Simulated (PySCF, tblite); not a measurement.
# C₆H₁₄OSi: geometry, infrared bands and NMR shifts

What infrared bands and NMR shifts should C₆H₁₄OSi (`CC/C=C\[SiH2]COC`) show?

The runs use tblite 0.8.0 and PySCF 2.14.0, with density-fitted response routines of our own; the level of theory stands in each step. All values are computed, except where a source is named. Atoms are numbered from 0 throughout.

**1. Starting geometry**

22 atoms, charge 0, multiplicity 1; geometry from: force field or distance geometry start.

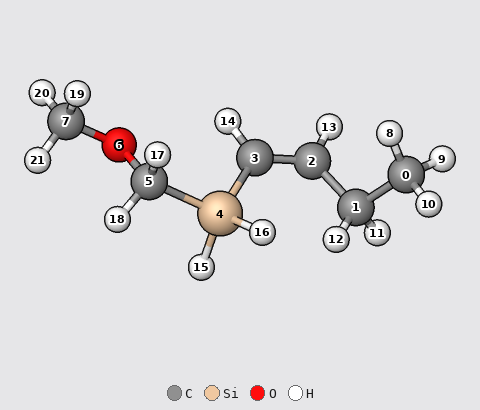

The starting geometry (carbon grey, silicon light orange, oxygen red, hydrogen white), atoms numbered; sticks join atoms by distance.

**2. Geometry optimisation with GFN2-xTB**

The job: settings as JSON, then the geometry in Å.

```
{"job": {"kind": "relax", "xc": "GFN2-xTB", "basis": "xTB"}, "charge": 0, "multiplicity": 1}
C     -3.598600     0.496800    -0.121000
C     -2.654700    -0.519800     0.476400
C     -1.600800     0.224500     1.219200
C     -0.316900     0.176600     0.936000
Si     0.355100    -0.894700    -0.411500
C      2.048500    -0.295900    -0.903400
O      2.747400     0.188800     0.208300
C      4.016500     0.629500    -0.174900
H     -3.073000     1.423500    -0.410400
H     -4.389500     0.803400     0.627500
H     -4.124600     0.100800    -1.029800
H     -3.262000    -1.162000     1.153600
H     -2.273200    -1.118700    -0.354300
H     -1.917200     0.868600     2.021700
H      0.355000     0.774600     1.548700
H      0.539600    -2.267200     0.132700
H     -0.547600    -0.941800    -1.549200
H      2.015700     0.488000    -1.682100
H      2.642300    -1.162900    -1.279300
H      3.920600     1.440000    -0.922100
H      4.569100     1.002500     0.730400
H      4.537900    -0.235300    -0.618100
```

Started as:

```
> OMP_NUM_THREADS=1 python probes_run.py task.json out
```

This one command runs all jobs of the session in turn.

Output:

```text
step      E/eV     max force
  0    -699.71301    2.008
  1    -699.85026    0.621
  2    -699.89361    0.596
  3    -699.91582    0.436
  4    -699.93954    0.348
  5    -699.96076    0.362
  6    -699.97586    0.276
  7    -699.98866    0.221
  8    -699.99865    0.207
  9    -700.00653    0.197
 10    -700.01249    0.174
 11    -700.01750    0.156
 12    -700.02225    0.130
 13    -700.02686    0.129
 14    -700.03090    0.137
 15    -700.03398    0.134
 16    -700.03633    0.117
 17    -700.03848    0.096
 18    -700.04076    0.099
 19    -700.04323    0.128
 20    -700.04576    0.121
 21    -700.04848    0.120
 22    -700.05176    0.140
 23    -700.05562    0.195
 24    -700.05941    0.184
 25    -700.06240    0.116
 26    -700.06445    0.102
 27    -700.06633    0.125
 28    -700.06877    0.164
 29    -700.07149    0.150
 30    -700.07400    0.142
 31    -700.07645    0.142
 32    -700.07946    0.166
 33    -700.08273    0.170
 34    -700.08555    0.107
 35    -700.08761    0.106
 36    -700.08872    0.148
 37    -700.09084    0.170
 38    -700.09264    0.104
 39    -700.09499    0.073
 40    -700.09607    0.081
 41    -700.09801    0.100
 42    -700.09985    0.099
 43    -700.10158    0.080
 44    -700.10248    0.103
 45    -700.10361    0.081
 46    -700.10446    0.065
 47    -700.10587    0.044
 48    -700.10636    0.052
 49    -700.10712    0.062
 50    -700.10755    0.052
 51    -700.10798    0.043
 52    -700.10834    0.036
 53    -700.10868    0.036
 54    -700.10888    0.026
 55    -700.10903    0.025
 56    -700.10916    0.022
 57    -700.10929    0.024
 58    -700.10945    0.027
 59    -700.10963    0.029
 60    -700.10983    0.031
 61    -700.11002    0.026
 62    -700.11018    0.028
 63    -700.11032    0.027
 64    -700.11046    0.024
 65    -700.11064    0.029
 66    -700.11084    0.037
 67    -700.11106    0.037
 68    -700.11129    0.031
 69    -700.11150    0.034
 70    -700.11166    0.030
 71    -700.11179    0.028
 72    -700.11189    0.027
 73    -700.11200    0.026
 74    -700.11216    0.031
 75    -700.11238    0.030
 76    -700.11263    0.036
 77    -700.11289    0.035
 78    -700.11315    0.040
 79    -700.11343    0.045
 80    -700.11374    0.041
 81    -700.11401    0.032
 82    -700.11421    0.030
 83    -700.11439    0.034
 84    -700.11458    0.033
 85    -700.11480    0.028
 86    -700.11500    0.028
 87    -700.11519    0.033
 88    -700.11540    0.038
 89    -700.11563    0.036
 90    -700.11585    0.028
 91    -700.11600    0.024
 92    -700.11610    0.021
 93    -700.11622    0.021
 94    -700.11639    0.034
 95    -700.11660    0.043
 96    -700.11680    0.042
 97    -700.11697    0.033
 98    -700.11712    0.027
 99    -700.11730    0.033
100    -700.11746    0.024
101    -700.11757    0.022
102    -700.11764    0.021
103    -700.11770    0.019
104    -700.11780    0.018
105    -700.11787    0.018
106    -700.11795    0.018
107    -700.11801    0.018
108    -700.11808    0.022
109    -700.11819    0.023
110    -700.11835    0.027
111    -700.11850    0.029
112    -700.11864    0.027
113    -700.11877    0.028
114    -700.11893    0.030
115    -700.11916    0.030
116    -700.11936    0.026
117    -700.11953    0.025
118    -700.11966    0.027
119    -700.11978    0.043
120    -700.11991    0.026
121    -700.12004    0.019
122    -700.12012    0.028
123    -700.12017    0.023
124    -700.12030    0.018
125    -700.12037    0.019
126    -700.12047    0.019
127    -700.12055    0.019
128    -700.12064    0.021
129    -700.12073    0.021
130    -700.12087    0.024
131    -700.12103    0.026
132    -700.12119    0.023
133    -700.12132    0.025
134    -700.12145    0.028
135    -700.12161    0.029
136    -700.12181    0.028
137    -700.12200    0.022
138    -700.12217    0.026
139    -700.12235    0.029
140    -700.12254    0.037
141    -700.12274    0.031
142    -700.12295    0.032
143    -700.12314    0.031
144    -700.12332    0.030
145    -700.12347    0.029
146    -700.12357    0.023
147    -700.12363    0.021
148    -700.12369    0.022
149    -700.12377    0.024
150    -700.12389    0.023
151    -700.12399    0.021
152    -700.12409    0.020
153    -700.12419    0.019
154    -700.12429    0.019
155    -700.12439    0.018
156    -700.12446    0.020
157    -700.12451    0.018
158    -700.12457    0.020
159    -700.12463    0.023
160    -700.12469    0.020
161    -700.12476    0.019
162    -700.12483    0.015
163    -700.12489    0.015
164    -700.12494    0.019
165    -700.12499    0.021
166    -700.12506    0.022
167    -700.12514    0.018
168    -700.12522    0.017
169    -700.12527    0.016
170    -700.12531    0.014
171    -700.12535    0.012
172    -700.12538    0.012
173    -700.12540    0.009
```

Wall time 1.2 s (1 thread of Arm Neoverse V2, shared host).

Relaxation path: (not every step is listed)

| step | energy from step 0 (eV) | largest force (eV/Å) |
| --- | --- | --- |
| 0 | 0.0000 | 2.0081 |
| 1 | -0.1372 | 0.6210 |
| 2 | -0.1806 | 0.5959 |
| 3 | -0.2028 | 0.4356 |
| 4 | -0.2265 | 0.3481 |
| 5 | -0.2477 | 0.3621 |
| 6 | -0.2628 | 0.2760 |
| 7 | -0.2756 | 0.2214 |
| 8 | -0.2856 | 0.2066 |
| 24 | -0.3464 | 0.1840 |
| 40 | -0.3831 | 0.0814 |
| 56 | -0.3961 | 0.0225 |
| 72 | -0.3989 | 0.0269 |
| 88 | -0.4024 | 0.0377 |
| 104 | -0.4048 | 0.0179 |
| 120 | -0.4069 | 0.0265 |
| 136 | -0.4088 | 0.0276 |
| 152 | -0.4111 | 0.0200 |
| 168 | -0.4122 | 0.0166 |
| 169 | -0.4123 | 0.0157 |
| 170 | -0.4123 | 0.0145 |
| 171 | -0.4123 | 0.0124 |
| 172 | -0.4124 | 0.0120 |
| 173 | -0.4124 | 0.0093 |

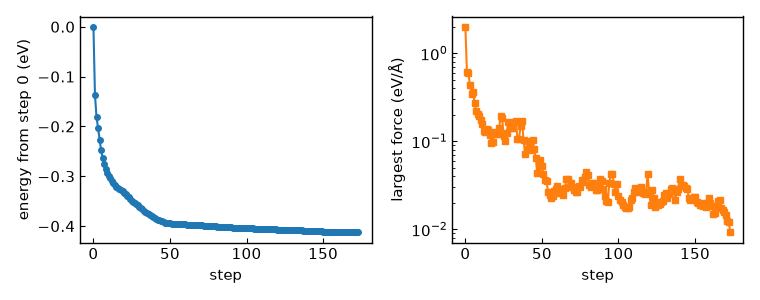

Energy and force, step by step.

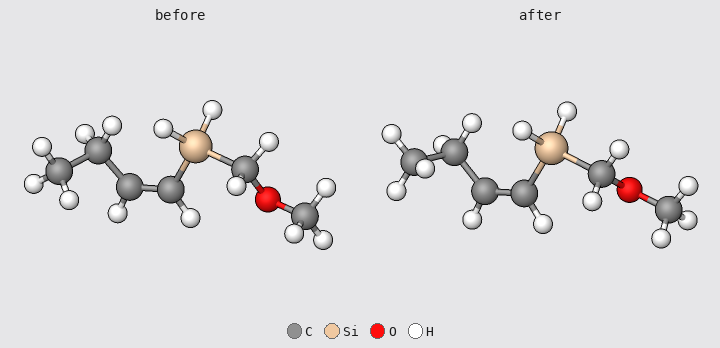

The geometry before (left) and after (right).

Distances of close pairs at the start and the end, largest changes first:

| bond | before (Å) | after (Å) | change (Å) |
| --- | --- | --- | --- |
| Si4–C5 | 1.862 | 1.907 | +0.045 |
| C0–H9 | 1.131 | 1.088 | -0.043 |
| C7–H20 | 1.124 | 1.089 | -0.035 |
| C0–H10 | 1.122 | 1.087 | -0.035 |
| C3–Si4 | 1.848 | 1.880 | +0.032 |
| Si4–H16 | 1.453 | 1.474 | +0.021 |
| C1–H11 | 1.113 | 1.093 | -0.020 |
| Si4–H15 | 1.488 | 1.468 | -0.020 |

The final coordinates are the input of the step that follows.

**3. Harmonic vibrations with GFN2-xTB**

The job: settings as JSON, then the geometry in Å.

```
{"job": {"kind": "ir", "xc": "GFN2-xTB", "basis": "xTB"}, "charge": 0, "multiplicity": 1}
C     -3.716298     0.261653    -0.160288
C     -2.715410    -0.504902     0.705905
C     -1.627933     0.403580     1.176285
C     -0.376217     0.397659     0.733147
Si     0.343899    -0.765392    -0.556016
C      2.069748    -0.096816    -1.015790
O      2.823226    -0.099122     0.179921
C      4.136334     0.357900     0.010311
H     -3.217178     0.662467    -1.039145
H     -4.148991     1.089011     0.397999
H     -4.520254    -0.394568    -0.484479
H     -3.239169    -0.917981     1.572047
H     -2.288756    -1.327977     0.132186
H     -1.941794     1.132825     1.916487
H      0.309371     1.124016     1.154177
H      0.499003    -2.132537    -0.044812
H     -0.446463    -0.795087    -1.799878
H      2.029106     0.919372    -1.434073
H      2.558473    -0.727542    -1.771252
H      4.152587     1.395276    -0.351044
H      4.621524     0.304914     0.983657
H      4.684781    -0.267364    -0.706978
```

Output:

```text
mode    cm-1     km/mol
  1      21.1      0.09
  2      34.4      0.09
  3      51.1      0.54
  4      75.2      4.67
  5     129.3      1.46
  6     159.9      0.67
  7     210.9      4.74
  8     214.1      0.82
  9     228.0      1.69
 10     237.8      2.73
 11     378.9      5.74
 12     394.4      4.34
 13     500.6     74.34
 14     518.7     17.31
 15     603.5      7.72
 16     687.8    186.45
 17     728.0     38.44
 18     751.2     42.92
 19     768.9     71.15
 20     789.6    203.25
 21     823.4    180.34
 22     834.3      0.12
 23     929.4     18.25
 24     941.7      1.43
 25     981.4     36.88
 26    1064.3      0.39
 27    1081.8      4.22
 28    1096.0      3.47
 29    1105.1     71.99
 30    1137.1      1.21
 31    1159.0      6.16
 32    1208.2     30.52
 33    1228.9      1.73
 34    1249.8      0.37
 35    1302.8      0.26
 36    1303.5      6.30
 37    1351.9      0.43
 38    1404.7      1.44
 39    1408.5      4.43
 40    1471.3      3.84
 41    1478.9      0.66
 42    1494.3      6.88
 43    1498.4      3.10
 44    1503.7      2.81
 45    1504.1      1.54
 46    1678.7     84.54
 47    2166.2    351.85
 48    2218.4    253.69
 49    2841.9     96.93
 50    2879.1     66.29
 51    2881.5     47.37
 52    2906.8     77.42
 53    2959.5     35.08
 54    2999.3      8.48
 55    3011.2     61.83
 56    3019.1     29.51
 57    3031.8     11.95
 58    3035.1     94.67
 59    3037.1     48.08
 60    3042.3     25.23
```

It took 0.79 s on 1 thread of Arm Neoverse V2, shared host.

The strongest bands and the atoms that carry them (share of the mass-weighted mode):

| cm⁻¹ | km/mol | atoms |
| --- | --- | --- |
| 688 | 186.4 | H16 32 %, H15 24 %, H18 14 %, C5 12 % |
| 790 | 203.2 | H16 29 %, Si4 22 %, C5 21 %, H15 13 % |
| 823 | 180.3 | H18 28 %, C5 19 %, H17 18 %, Si4 15 % |
| 1679 | 84.5 | C2 53 %, C3 43 % |
| 2166 | 351.9 | H16 96 % |
| 2218 | 253.7 | H15 96 % |
| 2842 | 96.9 | H17 56 %, H18 35 % |
| 3035 | 94.7 | H9 48 %, H14 24 % |

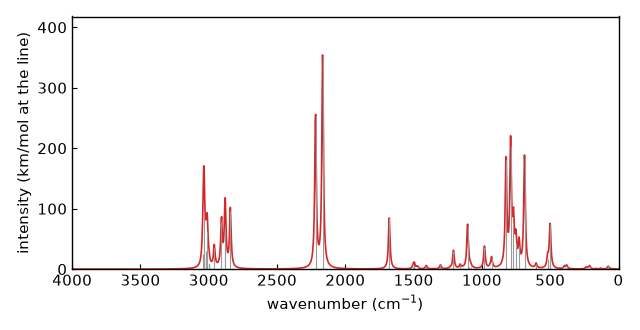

The infrared spectrum from these modes, unscaled. Lines are broadened to a width of 14 cm⁻¹ (Lorentzian).

**4. Shielding tensors: PBE0/pcSseg-1**

The job, as its differences from that of step 3:

```diff
@@ -1,2 +1,2 @@
-{"job": {"kind": "ir", "xc": "GFN2-xTB", "basis": "xTB"}, "charge": 0, "multiplicity": 1}
+{"job": {"kind": "nmr", "xc": "PBE0", "basis": "pcSseg-1"}, "charge": 0, "multiplicity": 1}
 C     -3.716298     0.261653    -0.160288
```

With the program's defaults for keys left out, this is: GIAO PBE0/pcSseg-1 NMR shielding, non-relativistic, gas phase.

Output:

```text
coarse grid: 17912 points
cycle   1  E = -601.0523760433  dE =  6.479e-01  |g| = 6.154e-01  |ddm| = 3.988e+00
cycle   2  E = -600.9897700558  dE =  6.261e-02  |g| = 8.469e-01  |ddm| = 1.310e+00
cycle   3  E = -601.1345101189  dE = -1.447e-01  |g| = 1.014e-01  |ddm| = 8.362e-01
cycle   4  E = -601.1361871058  dE = -1.677e-03  |g| = 3.691e-02  |ddm| = 9.165e-02
cycle   5  E = -601.1364977056  dE = -3.106e-04  |g| = 8.707e-03  |ddm| = 3.535e-02
cycle   6  E = -601.1365101377  dE = -1.243e-05  |g| = 5.067e-03  |ddm| = 1.043e-02
cycle   7  E = -601.1365165625  dE = -6.425e-06  |g| = 3.579e-04  |ddm| = 4.169e-03
final grid: 165592 points
cycle   8  E = -601.1950876278  dE = -3.280e-05  |g| = 1.206e-02  |ddm| = 2.561e-02
cycle   9  E = -601.1950669891  dE =  2.064e-05  |g| = 1.616e-02  |ddm| = 1.810e-02
cycle  10  E = -601.1951174302  dE = -5.044e-05  |g| = 1.645e-03  |ddm| = 1.056e-02
cycle  11  E = -601.1951180156  dE = -5.855e-07  |g| = 1.758e-04  |ddm| = 1.555e-03
cycle  12  E = -601.1951180195  dE = -3.834e-09  |g| = 1.196e-04  |ddm| = 2.361e-04
cycle  13  E = -601.1951180228  dE = -3.320e-09  |g| = 3.256e-05  |ddm| = 1.124e-04
cycle  14  E = -601.1951180231  dE = -2.633e-10  |g| = 5.039e-06  |ddm| = 3.484e-05
converged SCF energy = -601.1951180231

GIAO shielding tensors (ppm)
atom      isotropic    diamagn.    paramagn.     s11        s22        s33       span
  0 C      170.459     245.951     -75.492    157.668    168.058    185.651     27.982
  1 C      152.825     250.895     -98.071    142.190    149.029    167.255     25.065
  2 C       23.668     256.669    -233.002   -107.048     26.969    151.082    258.130
  3 C       61.620     262.626    -201.007    -46.573     69.027    162.406    208.980
  4 Si     411.551     882.516    -470.965    375.289    410.728    448.637     73.348
  5 C      122.295     253.261    -130.966     86.039     98.382    182.465     96.426
  6 O      329.288     402.525     -73.237    317.333    328.113    342.419     25.086
  7 C      121.135     240.941    -119.806     89.723     90.098    183.585     93.862
  8 H       30.838      30.392       0.446     26.418     30.358     35.738      9.321
  9 H       30.645      28.170       2.475     26.827     28.524     36.583      9.757
 10 H       30.530      26.880       3.650     26.355     27.504     37.730     11.375
 11 H       29.452      30.097      -0.645     25.634     27.813     34.910      9.276
 12 H       29.733      33.434      -3.701     25.818     29.652     33.729      7.912
 13 H       24.818      33.425      -8.607     22.171     24.372     27.912      5.740
 14 H       25.846      34.797      -8.951     23.227     24.341     29.970      6.743
 15 H       27.195      30.789      -3.594     23.405     26.387     31.793      8.388
 16 H       27.290      31.289      -3.999     23.328     27.148     31.393      8.065
 17 H       28.429      33.776      -5.347     25.278     27.393     32.617      7.339
 18 H       28.416      31.803      -3.387     25.038     27.429     32.782      7.745
 19 H       28.408      28.142       0.266     24.560     26.397     34.267      9.707
 20 H       27.735      27.814      -0.079     23.709     25.078     34.418     10.709
 21 H       28.408      26.771       1.637     24.654     26.184     34.387      9.734
```

Run time: 38 s. Hardware: 1 thread of Arm Neoverse V2, shared host; peak memory 0.96 GiB.

Shifts follow as δ = σ(reference) − σ, with reference shieldings (ppm) from runs at the same level and on the same kind of geometry: 1H TMS 31.72, 13C TMS 186.9, 29Si TMS 349.2, 17O H2O 336.1. The references are single molecules in the gas phase, so shifts against H2O, NH3, PH3, H3PO4 or CFCl3 are not on the usual liquid scales and can be off by tens of ppm. Atoms listed in one row are averaged.

| atoms | environment | σ (ppm) | δ (ppm) | δ scaled to CDCl3 |
| --- | --- | --- | --- | --- |
| C2 | alkene CH | 23.7 | 163.3 | 157.4 |
| C3 | alkene CH | 61.6 | 125.3 | 120.4 |
| C7 | methyl carbon bonded to O | 121.1 | 65.8 | 62.3 |
| C5 | sp3 CH2 bonded to O and Si | 122.3 | 64.6 | 61.2 |
| C1 | allylic sp3 CH2 | 152.8 | 34.1 | 31.4 |
| C0 | methyl carbon | 170.5 | 16.5 | 14.2 |
| H13 | hydrogen on an alkene CH | 24.82 | 6.90 | 6.61 |
| H14 | hydrogen on an alkene CH | 25.85 | 5.87 | 5.64 |
| H15, H16 | hydrogen on a silicon bonded to 2 C | 27.24 | 4.47 | – |
| H19, H20, H21 | hydrogen on a methyl carbon bonded to O | 28.18 | 3.53 | 3.44 |
| H17, H18 | hydrogen on an sp3 CH2 bonded to O and Si | 28.42 | 3.29 | 3.21 |
| H11, H12 | hydrogen on an allylic sp3 CH2 | 29.59 | 2.12 | 2.11 |
| H8, H9, H10 | hydrogen on a methyl carbon | 30.67 | 1.05 | 1.09 |
| Si4 | silicon bonded to 2 C, 2 H | 411.6 | -62.4 | – |
| O6 | ether oxygen | 329.3 | 6.8 | – |

The scaled column applies a straight-line fit of computed shieldings to shifts measured in CDCl3 (root-mean-square error 0.16 ppm for H, 1.9 ppm for C).

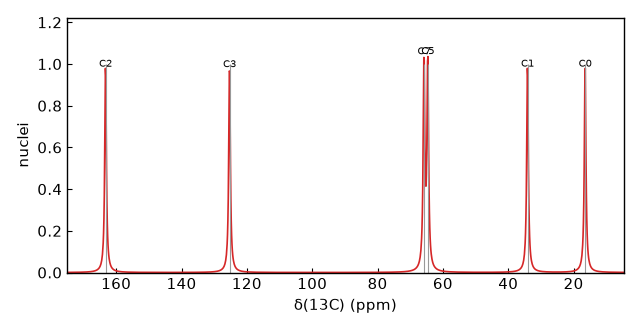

13C lines at the computed shifts, without couplings. Lines are broadened to a width of 0.59 ppm (Lorentzian).

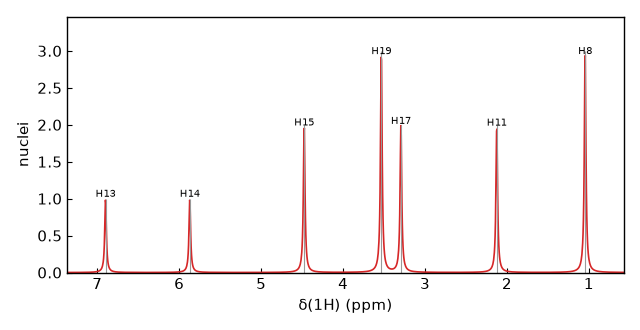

1H lines at the computed shifts, without couplings. Lines are broadened to a width of 0.02 ppm (Lorentzian).

The run also stored atomic charges by several schemes (e):

| atoms | Mulliken | IAO | Hirshfeld | ESP fit |
| --- | --- | --- | --- | --- |
| C0 | -0.28 | -0.41 | -0.11 | -0.30 |
| C1 | -0.25 | -0.26 | -0.06 | 0.28 |
| C2 | -0.15 | -0.10 | -0.03 | -0.24 |
| C3 | -0.41 | -0.45 | -0.15 | -0.40 |
| Si4 | 0.70 | 0.76 | 0.33 | 0.42 |
| C5 | -0.26 | -0.32 | -0.09 | -0.14 |
| O6 | -0.52 | -0.39 | -0.14 | -0.25 |
| C7 | -0.02 | -0.20 | -0.04 | -0.20 |

Mulliken charges:

C0 -0.28; C1 -0.25; C2 -0.15; C3 -0.41; Si4 0.70; C5 -0.26; O6 -0.52; C7 -0.02; H8 0.12; H9 0.11; H10 0.12; H11 0.13; H12 0.13; H13 0.10; H14 0.13; H15 -0.07; H16 -0.10; H17 0.12; H18 0.12; H19 0.08; H20 0.12; H21 0.08

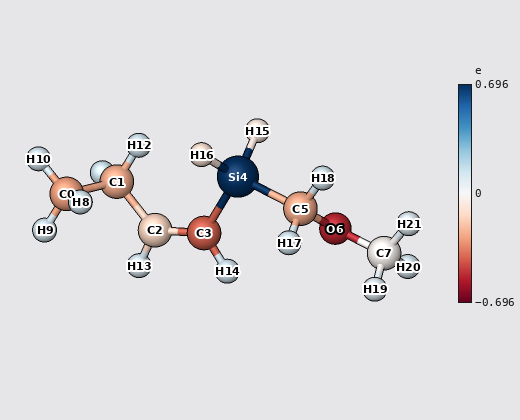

Mulliken charges, as colours on the atoms.

Mayer bond orders: C0–C1 1.04, C1–C2 1.05, C2–C3 1.95, C3–Si4 0.90, Si4–C5 0.89, C5–O6 0.89, O6–C7 0.94.

**5. Results**

| quantity | value |
| --- | --- |
| strongest single infrared mode (GFN2-xTB) | 2166 cm⁻¹, 352 km/mol |
| zero-point energy (GFN2-xTB) | 114.0 kcal/mol |
| 13C shifts against TMS (PBE0/pcSseg-1) | 163.3, 125.3, 65.8, 64.6, 34.1, 16.5 ppm |
| 1H shifts against TMS (PBE0/pcSseg-1, means over atoms taken as alike) | 6.90, 5.87, 4.47, 3.53, 3.29, 2.12, 1.05 ppm |
| 29Si shifts against TMS (PBE0/pcSseg-1) | -62.4 ppm |
| 17O shifts against H2O (PBE0/pcSseg-1) | 6.8 ppm |

What this shows: Over 173 steps the energy fell by 0.412 eV; of the close pairs, Si4–C5 changed most, 1.862 to 1.907 Å. All 60 modes are real, so the xTB geometry is a minimum. The strongest single mode, at 2166 cm⁻¹, moves mainly H16. GFN2-xTB is a fitted tight-binding method: band positions and strengths are rough. Its intensities can rank the bands wrongly. At PBE0/pcSseg-1: Shielding is most anisotropic at C2 (span 258 ppm, paramagnetic term -233 ppm).
